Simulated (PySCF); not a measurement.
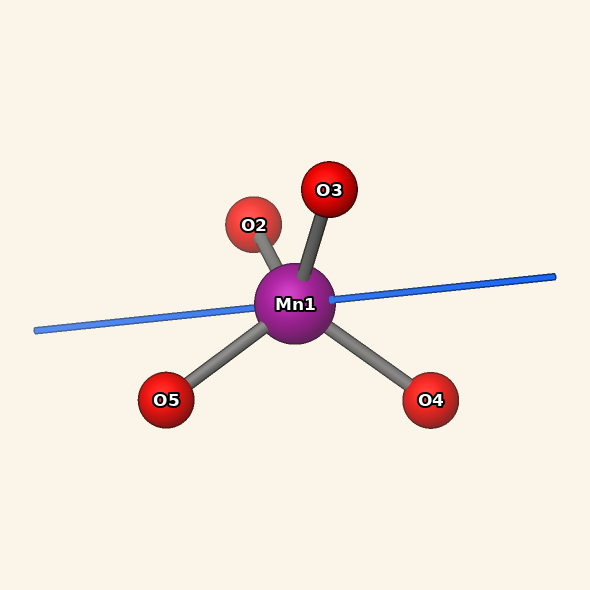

A line through the centre of mass is drawn in. Distant atoms are faded towards the background colour. The species has charge −1 and is a spin singlet. The geometry was computed by an optimisation with PBE0-D3(BJ)/def2-SVP. No frequency run is at hand to confirm it as a minimum.

**Is the line a proper rotation axis of the structure, and of what order?**

Yes, a C2 axis. A turn by 180° leaves Mn1 in place and moves O2 ↔ O5; O3 ↔ O4. The point group is Td.
